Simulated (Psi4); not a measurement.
**GeF4 (tetrafluorogermane) at 5 levels**

We compute a comparison of 5 runs (B3LYP/def2-SVP, BHLYP/def2-SVP, BLYP/def2-SVP, M06-L/def2-SVP, PBE0/def2-SVP) of GeF4 (tetrafluorogermane). 

Program for the calculation: Psi4 1.11.

5 further runs of the same task are left out: 5 that didn't finish.

### 1 The system as given

The species is GeF4 (5 atoms), meant as a singlet with charge 0. As SMILES, `[F][Ge]([F])([F])[F]`. One bond was lengthened or shortened from a relaxed shape.

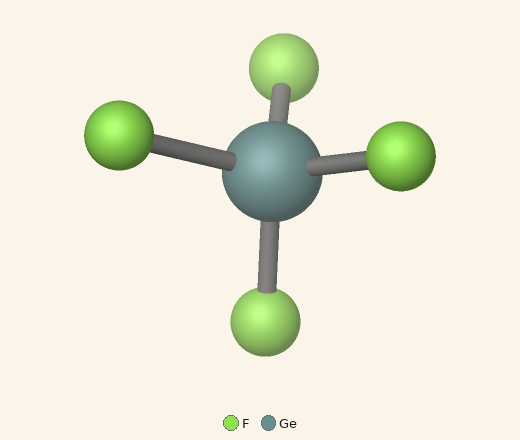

Viewed from a chosen angle; fluorine green, germanium teal.

### 2 A single-point energy at B3LYP/def2-SVP (run 1)

The input, f4ge.dat:

```
memory 2.2 GB

molecule geom {
  0 1
  F     -1.22111835     0.49089416     3.12036302
  Ge    -0.36227562     0.31051980     0.04672348
  F      2.41539124    -2.07032725    -0.31152135
  F     -2.84926858    -0.68340056    -1.69811734
  F      0.56816884     3.19441194    -0.97055389
  units au
  symmetry c1
  no_reorient
  no_com
}

set {
  puream               true
  e_convergence        1e-09
  d_convergence        1e-08
  scf_type             pk
  dft_radial_points    99
  dft_spherical_points 590
}

e, wfn = energy('b3lyp/def2-SVP', return_wfn=True)
```

On the command line:

```console
psi4 -n 1 f4ge.dat f4ge.out
```

f4ge.out:

```text
[...]
  Running in c1 symmetry.
[...]
  Nuclear repulsion =  438.452774640062330
[...]
  Multiplicity = 1
[...]
  Nalpha       = 34
  Nbeta        = 34
[...]
    Number of basis functions: 88
[...]
   @RKS iter   1: -2474.90345226355930   -2.67728e+00   2.61830e-02 ADIIS/DIIS
[...]
   @RKS iter  10: -2475.94869170053971   -1.04592e-11   9.86733e-09 DIIS
[...]
    Orbital Energies [Eh]
    ---------------------
    Doubly Occupied:
       1A   -398.848821     2A    -49.906222     3A    -44.441626
       4A    -44.440660     5A    -44.440660     6A    -24.734790
       7A    -24.734745     8A    -24.734743     9A    -24.690023
      10A     -6.367316    11A     -4.541530    12A     -4.541354
      13A     -4.541353    14A     -1.379931    15A     -1.379930
      16A     -1.369247    17A     -1.361944    18A     -1.361943
      19A     -1.219778    20A     -1.182843    21A     -1.182839
      22A     -1.121334    23A     -0.626398    24A     -0.531959
      25A     -0.531956    26A     -0.510450    27A     -0.474615
      28A     -0.474613    29A     -0.462800    30A     -0.462798
      31A     -0.453716    32A     -0.443410    33A     -0.406178
      34A     -0.406178
[...]
  @RKS Final Energy: -2475.94869170053971
   => Energetics <=
    Nuclear Repulsion Energy =            438.4527746400623300
    One-Electron Energy =               -4323.2043012779013225
    Two-Electron Energy =                1506.3076239208955940
    DFT Exchange-Correlation Energy =     -97.5047889835958301
    Empirical Dispersion Energy =           0.0000000000000000
    VV10 Nonlocal Energy =                  0.0000000000000000
    Total Energy =                      -2475.9486917005397117
[...]
 Multipole Moments:
 ------------------------------------------------------------------------------------
     Multipole            Electronic (a.u.)      Nuclear  (a.u.)        Total (a.u.)
 ------------------------------------------------------------------------------------
 L = 1.  Multiply by 2.5417464519 to convert [e a0] to [Debye]
 Dipole X            :         21.1171663          -21.3742615           -0.2570952
 Dipole Y            :        -18.1004811           18.3208382            0.2203571
 Dipole Z            :         -2.7235189            2.7566853            0.0331664
 Magnitude           :                                                    0.3402282
[...]
```

Run time: 12 s. Hardware: 1 thread of AMD EPYC 7R43 (Zen 3), shared host; peak memory 0.81 GiB.

### 3 A single-point energy at BHLYP/def2-SVP (run 2)

The input, f4ge.in:

```
memory 2200 mb

molecule mol {
  0 1
  F     -1.22111835     0.49089416     3.12036302
  Ge    -0.36227562     0.31051980     0.04672348
  F      2.41539124    -2.07032725    -0.31152135
  F     -2.84926858    -0.68340056    -1.69811734
  F      0.56816884     3.19441194    -0.97055389
  units au
  symmetry c1
}

set {
  basis                def2-SVP
  puream               true
  e_convergence        1e-09
  d_convergence        1e-08
  scf_type             pk
  dft_radial_points    99
  dft_spherical_points 590
}

energy('bhhlyp')
```

On the command line:

```console
psi4 -i f4ge.in -o f4ge.out -n 1
```

f4ge.out:

```text
[...]
  Running in c1 symmetry.
[...]
  Nuclear repulsion =  438.452774640062330
[...]
  Multiplicity = 1
[...]
  Nalpha       = 34
  Nbeta        = 34
[...]
    Number of basis functions: 88
[...]
   @RKS iter   1: -2474.84142918994121   -3.29460e+00   2.45637e-02 DIIS/ADIIS
[...]
   @RKS iter  10: -2475.73735035130221   -2.13731e-11   4.77588e-09 DIIS
[...]
    Orbital Energies [Eh]
    ---------------------
    Doubly Occupied:
       1A   -401.356707     2A    -50.825207     3A    -45.196183
       4A    -45.195214     5A    -45.195214     6A    -25.358505
       7A    -25.358471     8A    -25.358469     9A    -25.311092
      10A     -6.758681    11A     -4.859233    12A     -4.859232
      13A     -4.859136    14A     -1.566148    15A     -1.566147
      16A     -1.555783    17A     -1.548176    18A     -1.548175
      19A     -1.381250    20A     -1.345130    21A     -1.345126
      22A     -1.278954    23A     -0.719869    24A     -0.624936
      25A     -0.624932    26A     -0.606277    27A     -0.572487
      28A     -0.572485    29A     -0.559646    30A     -0.559644
      31A     -0.552200    32A     -0.525636    33A     -0.502929
      34A     -0.502929
[...]
  @RKS Final Energy: -2475.73735035130221
   => Energetics <=
    Nuclear Repulsion Energy =            438.4527746400623300
    One-Electron Energy =               -4323.1929170071289263
    Two-Electron Energy =                1471.0157346577689168
    DFT Exchange-Correlation Energy =     -62.0129426420042265
    Empirical Dispersion Energy =           0.0000000000000000
    VV10 Nonlocal Energy =                  0.0000000000000000
    Total Energy =                      -2475.7373503513022115
[...]
 Multipole Moments:
 ------------------------------------------------------------------------------------
     Multipole            Electronic (a.u.)      Nuclear  (a.u.)        Total (a.u.)
 ------------------------------------------------------------------------------------
 L = 1.  Multiply by 2.5417464519 to convert [e a0] to [Debye]
 Dipole X            :         -0.4099691            0.1385687           -0.2714004
 Dipole Y            :          0.3513817           -0.1187651            0.2326166
 Dipole Z            :          0.0528817           -0.0178715            0.0350102
 Magnitude           :                                                    0.3591579
[...]
```

Wall time 9.9 s (1 thread of AMD EPYC 7R43 (Zen 3), shared host); peak memory 0.82 GiB.

Runs 3 to 4 aren't shown in full; the table further down has their settings and results.

### 4 Energy and gradient at PBE0/def2-SVP (run 5)

The input, input.inp:

```
memory 2200 MB

molecule m {
  F     -0.646188     0.259770     1.651225
  Ge    -0.191708     0.164320     0.024725
  F      1.278170    -1.095570    -0.164850
  F     -1.507768    -0.361640    -0.898605
  F      0.300662     1.690410    -0.513595
  symmetry c1
}

set {
  basis                def2-SVP
  reference            rks
  puream               true
  e_convergence        1e-09
  d_convergence        1e-08
  scf_type             pk
  dft_radial_points    99
  dft_spherical_points 590
}

e_tot, wfn = gradient("pbe0", return_wfn=True)
```

On the command line:

```console
psi4 -i input.inp -o input.out -n 1
```

input.out, cut to the lines that bear on the results:

```text
[...]
  Running in c1 symmetry.
[...]
  Nuclear repulsion =  438.452774520433991
[...]
  Multiplicity = 1
[...]
  Nalpha       = 34
  Nbeta        = 34
[...]
    Number of basis functions: 88
[...]
   @RKS iter   1: -2474.24240409672575   -2.75526e+00   2.59084e-02 ADIIS/DIIS
[...]
   @RKS iter  10: -2475.27000189442788   -1.45519e-11   7.91322e-09 DIIS
[...]
  @RKS Final Energy: -2475.27000189442788
   => Energetics <=
    Nuclear Repulsion Energy =            438.4527745204339908
    One-Electron Energy =               -4323.2247969734771686
    Two-Electron Energy =                1500.4385170760051551
    DFT Exchange-Correlation Energy =     -90.9364965173893722
    Empirical Dispersion Energy =           0.0000000000000000
    VV10 Nonlocal Energy =                  0.0000000000000000
    Total Energy =                      -2475.2700018944274234
[...]
 Multipole Moments:
 ------------------------------------------------------------------------------------
     Multipole            Electronic (a.u.)      Nuclear  (a.u.)        Total (a.u.)
 ------------------------------------------------------------------------------------
 L = 1.  Multiply by 2.5417464519 to convert [e a0] to [Debye]
 Dipole X            :         -0.4008234            0.1385687           -0.2622547
 Dipole Y            :          0.3435445           -0.1187651            0.2247793
 Dipole Z            :          0.0517019           -0.0178715            0.0338304
 Magnitude           :                                                    0.3470558
[...]
  -Total Gradient:
     Atom            X                  Y                   Z
    ------   -----------------  -----------------  -----------------
       1       -0.000656223710     0.001044332933    -0.002890116073
       2       -0.065377943510     0.056041924408     0.008435129002
       3        0.067417288438    -0.057787406062    -0.008693962733
       4        0.000982196965     0.002207450649     0.001912075897
       5       -0.002444042316    -0.001643851846     0.001243966674
[...]
```

Run time: 18 s. Hardware: 1 thread of AMD EPYC 7R43 (Zen 3), shared host; peak memory 0.82 GiB.

### 5 Overview of the runs

| run | level | task | energy (Eh) | dipole moment (D) | HOMO energy (eV) | LUMO energy (eV) | wall time |
| --- | --- | --- | --- | --- | --- | --- | --- |
| 1 | B3LYP/def2-SVP | energy | -2475.948692 | 0.86 | -11.05 | -3.10 | 12 s |
| 2 | BHLYP/def2-SVP | energy | -2475.737350 | 0.91 | -13.69 | -1.74 | 9.9 s |
| 3 | BLYP/def2-SVP | energy | -2475.942635 | 0.83 | -9.02 | -3.68 | 11 s |
| 4 | M06-L/def2-SVP | energy | -2475.810046 | 0.89 | -9.81 | -3.61 | 25 s |
| 5 | PBE0/def2-SVP | gradient | -2475.270002 | 0.88 | -11.47 | -2.79 | 18 s |

### 6 Results

| quantity | value |
| --- | --- |
| run 5: total energy | -2475.27000 Eh |
| run 5: dipole moment | 0.88 D |
| run 5: HOMO energy | -11.47 eV |
| run 5: LUMO energy | -2.79 eV |
| run 5: HOMO–LUMO gap | 8.68 eV |
| run 5: largest force on an atom | 4.588 eV/Å |

What this shows: The dipole moment (its size) runs from 0.83 D (BLYP/def2-SVP) to 0.91 D (BHLYP/def2-SVP). The HOMO–LUMO gap runs from 5.34 eV (BLYP/def2-SVP) to 11.95 eV (BHLYP/def2-SVP). Totals of different functionals can't be ranked against each other. All runs together took 76 s, the longest 25 s.
